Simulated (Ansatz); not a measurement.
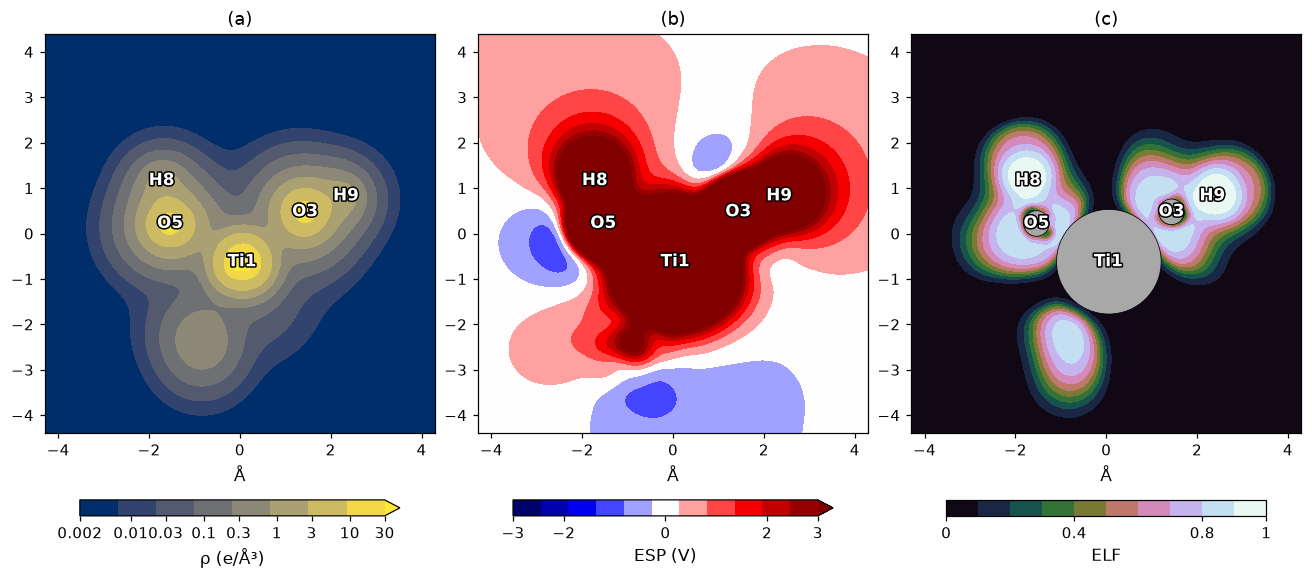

*H4O4Ti. (a) electron density; (b) molecular electrostatic potential; (c) electron localisation function on the plane of atoms O3, Ti1 and O5. Grey discs cover the atomic cores in the ELF map.*

Geometry: PBE-D4/def2-SVP; not at a stationary point (largest force 1.0 eV/Å).

All numbers below come from Ansatz 0.2.0, RKS PBE0-D4/def2-TZVP.

```
atom    x (Å)    y (Å)    z (Å)
  Ti  -0.0625   0.3070  -0.0688
   O  -1.1024  -1.3977  -0.9689
   O  -0.0874   1.6058   1.1223
   O  -1.4176  -0.9066   0.3759
   O   1.5060  -0.5784  -0.1400
   H  -0.5160  -2.1676  -0.7738
   H  -0.2791   1.1683  -1.5362
   H   2.3549  -0.3345   0.2688
   H  -0.3960   2.3037   1.7206
```

Describe what can be read from this map.

Answer.
- The plane passes through Ti, O and H nuclei.
- Ti–O (1.76 Å): ρ is about 1.1 e/Å³ halfway; the ELF peaks at about 0.80 in the valence shell of O, 0.5 Å from its nucleus, and drops to about 0.20 between the two atoms.
- O–H (0.97 Å): ρ is about 3.7 e/Å³ halfway; the ELF climbs to about 1 towards the hydrogen, as it does in any bond to H: a covalent bond by its length.
- Ti–O (1.80 Å): ρ is about 1 e/Å³ halfway; the ELF peaks at about 0.85 in the valence shell of O, 0.6 Å from its nucleus, and is about 0.25 at the midpoint.
- Outside the dense part of the molecule the potential is most negative (−1.2 V) near O5.
